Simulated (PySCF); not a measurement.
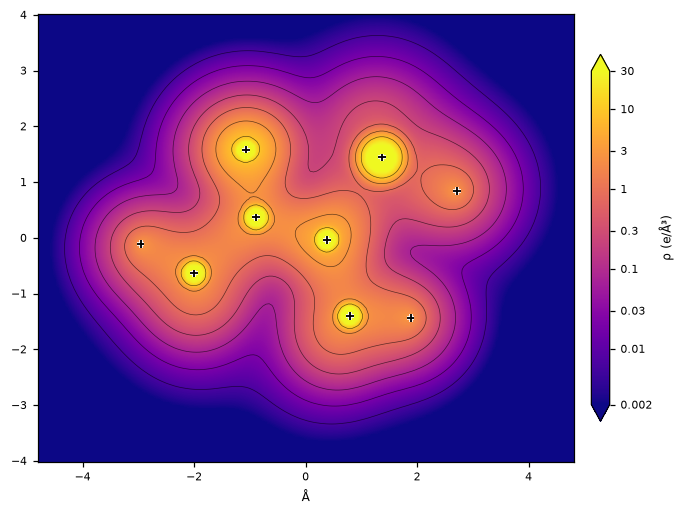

The total electron density on a plane through atoms (crosses mark nuclei in the plane).

All numbers below come from CAM-B3LYP/def2-SVPD, SCF density, gas phase in PySCF 2.14.0.

Candidates:
A. C2H2N2S2Si (SMILES [H][Si]([H])(N=C=S)N=C=S)
B. C3H9NOSi (SMILES CC(=O)N(C)[SiH3])

Question: Which system is this?

Answer: Candidate B: C3H9NOSi on the plane of atoms N4, Si6 and H14, which holds C, O, N, Si and H. C–O (1.23 Å): the density is about 3.2 e/Å³ at the midpoint. C–N (1.34 Å): the density is about 2.5 e/Å³ at the midpoint.
